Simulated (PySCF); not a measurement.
# CH₇PSi: NMR shifts at several levels of theory

How much do the NMR shifts of CH₇PSi (`C[SiH2]P`) depend on the level of theory, and what does each level cost?

Computed with PySCF 2.14.0, with density-fitted response routines of our own, on a single molecule in the gas phase. Atoms count from 0, in the outputs and in this text.

## (1) Starting geometry

10 atoms, charge 0, multiplicity 1; geometry from: PBE0-D3(BJ)/def2-SVP.

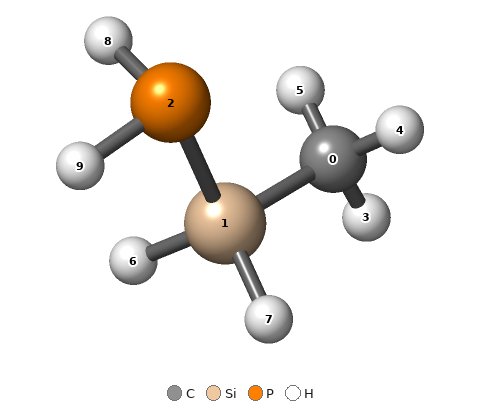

The starting geometry (carbon grey, silicon light orange, phosphorus orange, hydrogen white), atoms numbered.

## (2) Shielding tensors: HF/pcSseg-2

What the job is given:

```
{"job": {"kind": "nmr", "xc": "HF", "basis": "pcSseg-2", "pop": false}, "charge": 0, "multiplicity": 1}
C     -1.563039    -0.454418    -0.201553
Si    -0.054606     0.665652    -0.148343
P      1.622601    -0.422733     0.929086
H     -2.424422     0.068473    -0.644900
H     -1.839776    -0.776078     0.814040
H     -1.359918    -1.352439    -0.804820
H      0.341764     1.074005    -1.533108
H     -0.344139     1.906819     0.635147
H      1.916514    -1.265641    -0.187985
H      2.616815     0.541882     0.577617
```

Method: GIAO HF/pcSseg-2 NMR shielding, non-relativistic, gas phase.

The run is started by

```bash
$ OMP_NUM_THREADS=1 python probes_run.py task.json out
```

One launch serves the whole session: the jobs run in the order shown.

What it wrote:

```text
final grid: 72664 points
cycle   1  E = -671.6254753233  dE = -1.594e-01  |g| = 2.848e-01  |ddm| = 2.041e+00
cycle   2  E = -671.6604072606  dE = -3.493e-02  |g| = 8.850e-02  |ddm| = 3.105e-01
cycle   3  E = -671.6640135763  dE = -3.606e-03  |g| = 3.032e-02  |ddm| = 1.382e-01
cycle   4  E = -671.6644844116  dE = -4.708e-04  |g| = 6.233e-03  |ddm| = 4.567e-02
cycle   5  E = -671.6645141467  dE = -2.974e-05  |g| = 1.913e-03  |ddm| = 1.421e-02
cycle   6  E = -671.6645172943  dE = -3.148e-06  |g| = 5.216e-04  |ddm| = 5.337e-03
cycle   7  E = -671.6645175193  dE = -2.250e-07  |g| = 1.319e-04  |ddm| = 1.567e-03
cycle   8  E = -671.6645175306  dE = -1.137e-08  |g| = 4.149e-05  |ddm| = 3.161e-04
cycle   9  E = -671.6645175319  dE = -1.274e-09  |g| = 1.010e-05  |ddm| = 1.145e-04
cycle  10  E = -671.6645175320  dE = -8.845e-11  |g| = 1.958e-06  |ddm| = 3.455e-05
converged SCF energy = -671.6645175320

GIAO shielding tensors (ppm)
atom      isotropic    diamagn.    paramagn.     s11        s22        s33       span
  0 C      196.318     243.933     -47.615    190.830    197.901    200.222      9.392
  1 Si     421.734     875.670    -453.936    395.068    413.001    457.133     62.065
  2 P      601.363     965.006    -363.643    550.659    574.954    678.476    127.817
  3 H       31.202      29.508       1.694     26.606     27.786     39.215     12.609
  4 H       31.407      30.476       0.931     26.870     29.116     38.235     11.365
  5 H       31.482      30.983       0.499     27.021     29.308     38.117     11.096
  6 H       27.416      29.951      -2.535     23.838     25.914     32.496      8.658
  7 H       27.694      29.683      -1.990     24.477     25.869     32.735      8.258
  8 H       30.146      30.895      -0.749     25.372     27.726     37.341     11.969
  9 H       30.020      30.101      -0.081     25.367     26.777     37.915     12.548
```

Wall time 8 s (1 thread of Arm Neoverse V1, shared host); peak memory 0.91 GiB.

Shifts follow as δ = σ(reference) − σ, with reference shieldings (ppm) from runs at the same level and on the same kind of geometry: 1H TMS 31.68, 13C TMS 191.5, 29Si TMS 383.0, 31P H3PO4 344.0. The references are single molecules in the gas phase, so shifts against H2O, NH3, PH3, H3PO4 or CFCl3 are not on the usual liquid scales and can be off by tens of ppm. Atoms listed in one row are averaged.

```tsv
atoms	environment	σ (ppm)	δ (ppm)
C0	methyl carbon bonded to Si	196.3	-4.8
H6, H7	hydrogen on a silicon bonded to C, P	27.55	4.13
H8, H9	hydrogen on a phosphorus bonded to Si	30.08	1.60
H3, H4, H5	hydrogen on a methyl carbon bonded to Si	31.36	0.32
Si1	silicon bonded to C, P, 2 H	421.7	-38.8
P2	phosphorus bonded to Si, 2 H	601.4	-257.4
```

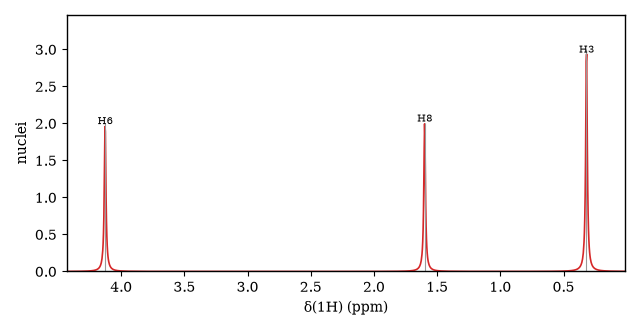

1H lines at the computed shifts, without couplings. Lines are broadened to a width of 0.02 ppm (Lorentzian).

## (3) Nuclear shieldings: LDA/pcSseg-2

Settings changed since step 2:

```diff
@@ -1,2 +1,2 @@
-{"job": {"kind": "nmr", "xc": "HF", "basis": "pcSseg-2", "pop": false}, "charge": 0, "multiplicity": 1}
+{"job": {"kind": "nmr", "xc": "LDA", "basis": "pcSseg-2", "pop": false}, "charge": 0, "multiplicity": 1}
 C     -1.563039    -0.454418    -0.201553
```

Method: GIAO LDA/pcSseg-2 NMR shielding, non-relativistic, gas phase.

What it wrote:

```text
coarse grid: 8680 points
cycle   1  E = -670.3223683364  dE = -1.464e-01  |g| = 5.014e-01  |ddm| = 2.130e+00
cycle   2  E = -670.2201454734  dE =  1.022e-01  |g| = 7.599e-01  |ddm| = 8.362e-01
cycle   3  E = -670.3818506353  dE = -1.617e-01  |g| = 8.967e-02  |ddm| = 5.774e-01
cycle   4  E = -670.3839395464  dE = -2.089e-03  |g| = 2.812e-02  |ddm| = 1.108e-01
cycle   5  E = -670.3841450594  dE = -2.055e-04  |g| = 7.116e-03  |ddm| = 3.925e-02
cycle   6  E = -670.3841582201  dE = -1.316e-05  |g| = 2.803e-03  |ddm| = 1.232e-02
cycle   7  E = -670.3841609944  dE = -2.774e-06  |g| = 4.858e-04  |ddm| = 4.184e-03
final grid: 72664 points
cycle   8  E = -670.3838611150  dE = -3.782e-05  |g| = 3.284e-03  |ddm| = 2.364e-02
cycle   9  E = -670.3838569822  dE =  4.133e-06  |g| = 4.990e-03  |ddm| = 4.650e-03
cycle  10  E = -670.3838632551  dE = -6.273e-06  |g| = 5.912e-04  |ddm| = 3.335e-03
cycle  11  E = -670.3838633370  dE = -8.193e-08  |g| = 1.290e-04  |ddm| = 6.406e-04
cycle  12  E = -670.3838633427  dE = -5.668e-09  |g| = 2.276e-05  |ddm| = 1.951e-04
cycle  13  E = -670.3838633429  dE = -1.453e-10  |g| = 6.750e-06  |ddm| = 3.337e-05
converged SCF energy = -670.3838633429

GIAO shielding tensors (ppm)
atom      isotropic    diamagn.    paramagn.     s11        s22        s33       span
  0 C      187.442     247.132     -59.690    181.728    187.327    193.272     11.545
  1 Si     352.540     880.425    -527.885    313.688    350.154    393.779     80.091
  2 P      571.384     967.062    -395.678    506.654    561.451    646.048    139.394
  3 H       30.290      29.046       1.244     25.585     27.139     38.146     12.561
  4 H       30.517      29.694       0.823     26.145     28.397     37.008     10.862
  5 H       30.576      30.082       0.494     26.212     28.628     36.889     10.677
  6 H       25.690      28.858      -3.168     22.014     24.424     30.631      8.618
  7 H       26.151      28.598      -2.448     22.918     24.589     30.946      8.028
  8 H       29.069      29.098      -0.029     24.359     26.709     36.140     11.781
  9 H       28.850      28.534       0.316     24.125     25.748     36.676     12.551
```

Run time: 18 s. Hardware: 1 thread of Arm Neoverse V1, shared host; peak memory 0.71 GiB.

Key values: δ C0 -7.2, Si1 -49.5, P2 -312.3, H6 4.85, H8 1.81 ppm (means over like atoms).

## (4) NMR shieldings: PBE/pcSseg-2

Settings changed since step 3:

```diff
@@ -1,2 +1,2 @@
-{"job": {"kind": "nmr", "xc": "LDA", "basis": "pcSseg-2", "pop": false}, "charge": 0, "multiplicity": 1}
+{"job": {"kind": "nmr", "xc": "PBE", "basis": "pcSseg-2", "pop": false}, "charge": 0, "multiplicity": 1}
 C     -1.563039    -0.454418    -0.201553
```

With the program's defaults for keys left out, this is: GIAO PBE/pcSseg-2 NMR shielding, non-relativistic, gas phase.

What it wrote:

```text
coarse grid: 8680 points
cycle   1  E = -672.7776409825  dE = -1.477e-01  |g| = 4.645e-01  |ddm| = 2.125e+00
cycle   2  E = -672.6965132295  dE =  8.113e-02  |g| = 6.917e-01  |ddm| = 7.742e-01
cycle   3  E = -672.8304204376  dE = -1.339e-01  |g| = 7.559e-02  |ddm| = 5.222e-01
cycle   4  E = -672.8319969015  dE = -1.576e-03  |g| = 2.436e-02  |ddm| = 9.784e-02
cycle   5  E = -672.8321537124  dE = -1.568e-04  |g| = 5.979e-03  |ddm| = 3.350e-02
cycle   6  E = -672.8321634602  dE = -9.748e-06  |g| = 2.366e-03  |ddm| = 1.076e-02
final grid: 72664 points
cycle   7  E = -672.8435205988  dE = -5.978e-05  |g| = 8.317e-03  |ddm| = 3.042e-02
cycle   8  E = -672.8434903091  dE =  3.029e-05  |g| = 1.346e-02  |ddm| = 1.443e-02
cycle   9  E = -672.8435379244  dE = -4.762e-05  |g| = 8.362e-04  |ddm| = 8.954e-03
cycle  10  E = -672.8435380876  dE = -1.631e-07  |g| = 3.244e-04  |ddm| = 1.325e-03
cycle  11  E = -672.8435381213  dE = -3.373e-08  |g| = 7.583e-05  |ddm| = 4.734e-04
cycle  12  E = -672.8435381226  dE = -1.281e-09  |g| = 1.692e-05  |ddm| = 8.943e-05
cycle  13  E = -672.8435381227  dE = -7.799e-11  |g| = 5.901e-06  |ddm| = 2.834e-05
converged SCF energy = -672.8435381227

GIAO shielding tensors (ppm)
atom      isotropic    diamagn.    paramagn.     s11        s22        s33       span
  0 C      185.180     245.854     -60.675    179.802    185.451    190.286     10.485
  1 Si     369.125     880.035    -510.910    333.294    364.916    409.165     75.871
  2 P      573.411     966.955    -393.544    512.775    560.063    647.396    134.620
  3 H       30.667      29.142       1.525     26.181     27.604     38.217     12.036
  4 H       30.904      29.934       0.970     26.694     28.879     37.138     10.444
  5 H       30.965      30.360       0.606     26.775     29.090     37.031     10.256
  6 H       26.294      29.565      -3.271     22.717     25.011     31.153      8.436
  7 H       26.748      29.311      -2.563     23.610     25.170     31.462      7.852
  8 H       29.590      29.879      -0.288     24.986     27.311     36.474     11.488
  9 H       29.377      29.195       0.182     24.803     26.347     36.981     12.178
```

Run time: 20 s. Hardware: 1 thread of Arm Neoverse V1, shared host; peak memory 0.84 GiB.

In short: δ C0 -5.8, Si1 -45.7, P2 -291.6, H6 4.66, H8 1.69 ppm (means over like atoms).

## (5) Nuclear shieldings: BLYP/pcSseg-2

Settings changed since step 4:

```diff
@@ -1,2 +1,2 @@
-{"job": {"kind": "nmr", "xc": "PBE", "basis": "pcSseg-2", "pop": false}, "charge": 0, "multiplicity": 1}
+{"job": {"kind": "nmr", "xc": "BLYP", "basis": "pcSseg-2", "pop": false}, "charge": 0, "multiplicity": 1}
 C     -1.563039    -0.454418    -0.201553
```

With the program's defaults for keys left out, this is: GIAO BLYP/pcSseg-2 NMR shielding, non-relativistic, gas phase.

What it wrote:

```text
coarse grid: 8680 points
cycle   1  E = -673.1103275720  dE = -1.483e-01  |g| = 4.899e-01  |ddm| = 2.117e+00
cycle   2  E = -673.0155859774  dE =  9.474e-02  |g| = 7.398e-01  |ddm| = 8.326e-01
cycle   3  E = -673.1690557188  dE = -1.535e-01  |g| = 7.910e-02  |ddm| = 5.612e-01
cycle   4  E = -673.1708119009  dE = -1.756e-03  |g| = 2.732e-02  |ddm| = 1.055e-01
cycle   5  E = -673.1710073206  dE = -1.954e-04  |g| = 7.065e-03  |ddm| = 3.786e-02
cycle   6  E = -673.1710208921  dE = -1.357e-05  |g| = 2.600e-03  |ddm| = 1.240e-02
cycle   7  E = -673.1710232456  dE = -2.353e-06  |g| = 4.696e-04  |ddm| = 3.892e-03
final grid: 72664 points
cycle   8  E = -673.1821157918  dE = -4.442e-05  |g| = 5.998e-03  |ddm| = 2.595e-02
cycle   9  E = -673.1821002638  dE =  1.553e-05  |g| = 9.560e-03  |ddm| = 9.346e-03
cycle  10  E = -673.1821239816  dE = -2.372e-05  |g| = 7.904e-04  |ddm| = 6.390e-03
cycle  11  E = -673.1821241320  dE = -1.504e-07  |g| = 2.012e-04  |ddm| = 9.907e-04
cycle  12  E = -673.1821241441  dE = -1.214e-08  |g| = 6.110e-05  |ddm| = 3.193e-04
cycle  13  E = -673.1821241453  dE = -1.138e-09  |g| = 1.400e-05  |ddm| = 8.401e-05
cycle  14  E = -673.1821241453  dE = -5.639e-11  |g| = 2.561e-06  |ddm| = 1.822e-05
converged SCF energy = -673.1821241453

GIAO shielding tensors (ppm)
atom      isotropic    diamagn.    paramagn.     s11        s22        s33       span
  0 C      180.299     243.801     -63.502    175.099    180.490    185.308     10.209
  1 Si     353.524     879.252    -525.728    316.764    348.559    395.251     78.487
  2 P      547.199     966.682    -419.483    487.270    535.197    619.131    131.861
  3 H       30.844      29.498       1.346     26.601     27.915     38.017     11.416
  4 H       31.102      30.199       0.903     27.134     29.203     36.970      9.837
  5 H       31.162      30.614       0.549     27.210     29.397     36.879      9.669
  6 H       26.555      29.661      -3.106     23.063     25.316     31.287      8.225
  7 H       27.042      29.422      -2.381     23.992     25.512     31.621      7.630
  8 H       29.854      30.109      -0.255     25.435     27.736     36.390     10.955
  9 H       29.631      29.427       0.204     25.272     26.751     36.870     11.598
```

It took 22 s on 1 thread of Arm Neoverse V1, shared host; peak memory 0.74 GiB.

Key values: δ C0 -5.3, Si1 -43.9, P2 -275.9, H6 4.58, H8 1.63 ppm (means over like atoms).

## (6) NMR shieldings: BP86/pcSseg-2

Settings changed since step 5:

```diff
@@ -1,2 +1,2 @@
-{"job": {"kind": "nmr", "xc": "BLYP", "basis": "pcSseg-2", "pop": false}, "charge": 0, "multiplicity": 1}
+{"job": {"kind": "nmr", "xc": "BP86", "basis": "pcSseg-2", "pop": false}, "charge": 0, "multiplicity": 1}
 C     -1.563039    -0.454418    -0.201553
```

With the program's defaults for keys left out, this is: GIAO BP86/pcSseg-2 NMR shielding, non-relativistic, gas phase.

What it wrote:

```text
coarse grid: 8680 points
cycle   1  E = -673.2228419383  dE = -1.486e-01  |g| = 4.586e-01  |ddm| = 2.117e+00
cycle   2  E = -673.1484013842  dE =  7.444e-02  |g| = 6.743e-01  |ddm| = 7.430e-01
cycle   3  E = -673.2743291442  dE = -1.259e-01  |g| = 7.278e-02  |ddm| = 4.969e-01
cycle   4  E = -673.2758040358  dE = -1.475e-03  |g| = 2.368e-02  |ddm| = 9.473e-02
cycle   5  E = -673.2759524490  dE = -1.484e-04  |g| = 5.672e-03  |ddm| = 3.228e-02
cycle   6  E = -673.2759613240  dE = -8.875e-06  |g| = 2.208e-03  |ddm| = 1.019e-02
final grid: 72664 points
cycle   7  E = -673.2883189313  dE = -5.210e-05  |g| = 5.364e-03  |ddm| = 2.745e-02
cycle   8  E = -673.2883078849  dE =  1.105e-05  |g| = 8.076e-03  |ddm| = 1.197e-02
cycle   9  E = -673.2883263506  dE = -1.847e-05  |g| = 6.644e-04  |ddm| = 7.145e-03
cycle  10  E = -673.2883263898  dE = -3.919e-08  |g| = 2.963e-04  |ddm| = 8.721e-04
cycle  11  E = -673.2883264173  dE = -2.751e-08  |g| = 6.815e-05  |ddm| = 4.055e-04
cycle  12  E = -673.2883264184  dE = -1.050e-09  |g| = 1.879e-05  |ddm| = 8.046e-05
cycle  13  E = -673.2883264185  dE = -9.231e-11  |g| = 4.918e-06  |ddm| = 2.702e-05
converged SCF energy = -673.2883264185

GIAO shielding tensors (ppm)
atom      isotropic    diamagn.    paramagn.     s11        s22        s33       span
  0 C      184.850     246.115     -61.265    179.489    185.232    189.828     10.338
  1 Si     366.912     880.084    -513.172    331.143    362.639    406.953     75.810
  2 P      568.543     967.046    -398.503    508.465    553.942    643.221    134.756
  3 H       30.737      29.273       1.464     26.301     27.685     38.224     11.923
  4 H       30.970      30.067       0.903     26.785     28.974     37.149     10.364
  5 H       31.028      30.499       0.529     26.869     29.175     37.041     10.171
  6 H       26.362      29.621      -3.258     22.802     25.067     31.217      8.415
  7 H       26.817      29.346      -2.529     23.694     25.237     31.519      7.825
  8 H       29.652      29.919      -0.267     25.073     27.403     36.481     11.408
  9 H       29.446      29.226       0.219     24.907     26.431     36.999     12.092
```

It took 21 s on 1 thread of Arm Neoverse V1, shared host; peak memory 0.68 GiB.

This run: δ C0 -5.7, Si1 -44.9, P2 -288.3, H6 4.64, H8 1.69 ppm (means over like atoms).

## (7) NMR shieldings: OPBE/pcSseg-2

Settings changed since step 6:

```diff
@@ -1,2 +1,2 @@
-{"job": {"kind": "nmr", "xc": "BP86", "basis": "pcSseg-2", "pop": false}, "charge": 0, "multiplicity": 1}
+{"job": {"kind": "nmr", "xc": "OPBE", "basis": "pcSseg-2", "pop": false}, "charge": 0, "multiplicity": 1}
 C     -1.563039    -0.454418    -0.201553
```

With the program's defaults for keys left out, this is: GIAO OPBE/pcSseg-2 NMR shielding, non-relativistic, gas phase.

What it wrote:

```text
coarse grid: 8680 points
cycle   1  E = -673.0768909934  dE = -1.662e-01  |g| = 4.051e-01  |ddm| = 2.170e+00
cycle   2  E = -673.0227637343  dE =  5.413e-02  |g| = 5.881e-01  |ddm| = 7.293e-01
cycle   3  E = -673.1209865354  dE = -9.822e-02  |g| = 5.723e-02  |ddm| = 4.597e-01
cycle   4  E = -673.1219311963  dE = -9.447e-04  |g| = 2.167e-02  |ddm| = 8.436e-02
cycle   5  E = -673.1220617924  dE = -1.306e-04  |g| = 4.956e-03  |ddm| = 2.892e-02
cycle   6  E = -673.1220686130  dE = -6.821e-06  |g| = 2.089e-03  |ddm| = 9.138e-03
final grid: 72664 points
cycle   7  E = -673.1305733926  dE = -1.845e-04  |g| = 1.207e-02  |ddm| = 5.253e-02
cycle   8  E = -673.1305429350  dE =  3.046e-05  |g| = 1.486e-02  |ddm| = 2.272e-02
cycle   9  E = -673.1306043306  dE = -6.140e-05  |g| = 2.400e-03  |ddm| = 1.425e-02
cycle  10  E = -673.1306055774  dE = -1.247e-06  |g| = 7.362e-04  |ddm| = 2.333e-03
cycle  11  E = -673.1306057310  dE = -1.536e-07  |g| = 1.363e-04  |ddm| = 8.262e-04
cycle  12  E = -673.1306057356  dE = -4.613e-09  |g| = 4.248e-05  |ddm| = 1.867e-04
cycle  13  E = -673.1306057362  dE = -5.678e-10  |g| = 6.775e-06  |ddm| = 5.447e-05
converged SCF energy = -673.1306057362

GIAO shielding tensors (ppm)
atom      isotropic    diamagn.    paramagn.     s11        s22        s33       span
  0 C      189.458     247.293     -57.835    184.347    189.865    194.163      9.817
  1 Si     397.941     880.880    -482.939    365.187    393.316    435.321     70.135
  2 P      600.747     967.741    -366.994    541.969    585.828    674.444    132.475
  3 H       30.704      28.587       2.117     26.115     27.527     38.470     12.355
  4 H       30.890      29.611       1.279     26.502     28.787     37.382     10.880
  5 H       30.964      30.099       0.865     26.610     29.009     37.273     10.663
  6 H       26.419      29.968      -3.549     22.839     25.085     31.332      8.493
  7 H       26.817      29.706      -2.889     23.663     25.186     31.602      7.939
  8 H       29.585      30.198      -0.613     24.844     27.206     36.704     11.860
  9 H       29.411      29.380       0.030     24.715     26.280     37.236     12.521
```

It took 20 s on 1 thread of Arm Neoverse V1, shared host; peak memory 0.85 GiB.

Key values: δ C0 -5.0, Si1 -42.4, P2 -288.3, H6 4.58, H8 1.70 ppm (means over like atoms).

## (8) NMR shieldings: KT2/pcSseg-2

Settings changed since step 7:

```diff
@@ -1,2 +1,2 @@
-{"job": {"kind": "nmr", "xc": "OPBE", "basis": "pcSseg-2", "pop": false}, "charge": 0, "multiplicity": 1}
+{"job": {"kind": "nmr", "xc": "KT2", "basis": "pcSseg-2", "pop": false}, "charge": 0, "multiplicity": 1}
 C     -1.563039    -0.454418    -0.201553
```

Level: GIAO KT2/pcSseg-2 NMR shielding, non-relativistic, gas phase.

What it wrote:

```text
coarse grid: 8680 points
cycle   1  E = -679.2048469404  dE = -1.366e-01  |g| = 4.170e-01  |ddm| = 2.056e+00
cycle   2  E = -679.1501524756  dE =  5.469e-02  |g| = 5.964e-01  |ddm| = 7.507e-01
cycle   3  E = -679.2512751349  dE = -1.011e-01  |g| = 6.333e-02  |ddm| = 4.673e-01
cycle   4  E = -679.2524776147  dE = -1.202e-03  |g| = 1.821e-02  |ddm| = 8.870e-02
cycle   5  E = -679.2525682205  dE = -9.061e-05  |g| = 5.128e-03  |ddm| = 2.662e-02
cycle   6  E = -679.2525767818  dE = -8.561e-06  |g| = 1.484e-03  |ddm| = 8.824e-03
final grid: 72664 points
cycle   7  E = -679.2852411219  dE = -1.656e-04  |g| = 1.569e-02  |ddm| = 4.544e-02
cycle   8  E = -679.2852206601  dE =  2.046e-05  |g| = 1.386e-02  |ddm| = 1.915e-02
cycle   9  E = -679.2852571708  dE = -3.651e-05  |g| = 4.722e-03  |ddm| = 1.570e-02
cycle  10  E = -679.2852637667  dE = -6.596e-06  |g| = 4.409e-04  |ddm| = 4.245e-03
cycle  11  E = -679.2852638231  dE = -5.637e-08  |g| = 1.369e-04  |ddm| = 6.280e-04
cycle  12  E = -679.2852638291  dE = -5.973e-09  |g| = 3.007e-05  |ddm| = 1.659e-04
cycle  13  E = -679.2852638293  dE = -2.260e-10  |g| = 4.300e-06  |ddm| = 3.359e-05
converged SCF energy = -679.2852638293

GIAO shielding tensors (ppm)
atom      isotropic    diamagn.    paramagn.     s11        s22        s33       span
  0 C      187.824     246.440     -58.616    182.538    188.116    192.819     10.282
  1 Si     396.865     882.470    -485.605    362.181    393.336    435.079     72.898
  2 P      595.051     968.865    -373.814    537.871    582.088    665.193    127.321
  3 H       30.661      29.207       1.454     26.087     27.584     38.313     12.226
  4 H       30.926      30.100       0.826     26.669     28.862     37.246     10.577
  5 H       30.985      30.537       0.448     26.738     29.070     37.148     10.410
  6 H       26.351      29.560      -3.209     22.744     25.042     31.267      8.523
  7 H       26.814      29.275      -2.461     23.646     25.209     31.587      7.942
  8 H       29.613      29.849      -0.236     24.985     27.280     36.575     11.591
  9 H       29.391      29.169       0.222     24.776     26.325     37.072     12.296
```

Run time: 20 s. Hardware: 1 thread of Arm Neoverse V1, shared host; peak memory 0.84 GiB.

In short: δ C0 -5.5, Si1 -45.9, P2 -281.9, H6 4.59, H8 1.67 ppm (means over like atoms).

(Part 1 of 2 ends here.)
